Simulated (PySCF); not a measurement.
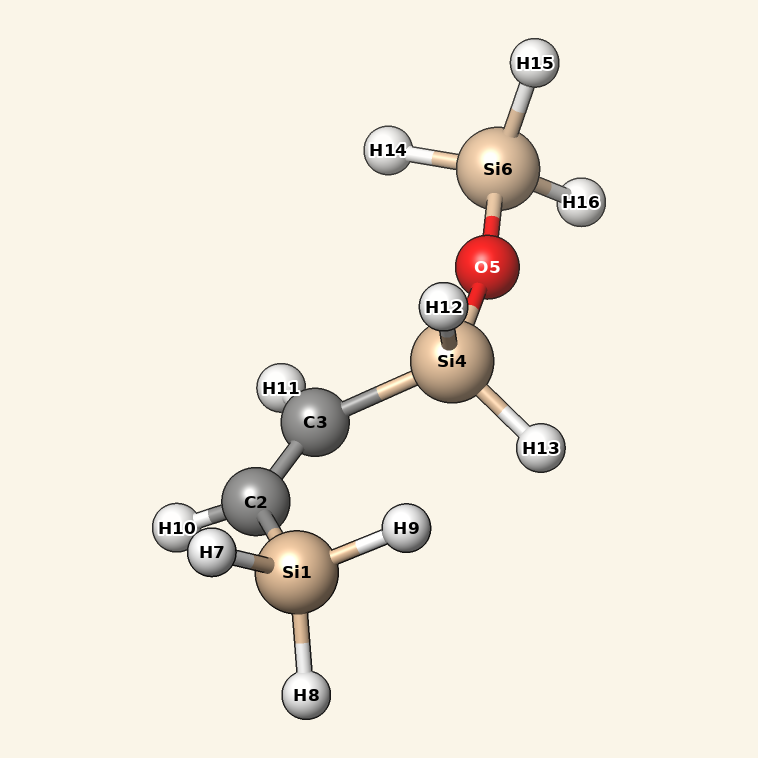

The geometry was computed by an optimisation with PBE0-D3(BJ)/def2-SVP. No frequency run is at hand to confirm it as a minimum. Level of theory: delta-SCF UKS SCAN, pcX-2 on the ionised atom, pcseg-1 elsewhere, spin-free X2C (PySCF 2.14.0).

Give the core-electron binding energies (to vacuum; p and d levels without spin–orbit splitting) of Si1 1s, Si1 2p, C2 1s, C3 1s, Si4 1s, Si4 2p, O5 1s, Si6 1s, Si6 2p.

```
atom  level  binding energy (eV)
 Si1     1s               1846.5
 Si1     2p                107.0
  C2     1s                290.2
  C3     1s                290.1
 Si4     1s               1847.2
 Si4     2p                107.4
  O5     1s                537.8
 Si6     1s               1847.5
 Si6     2p                107.8
```
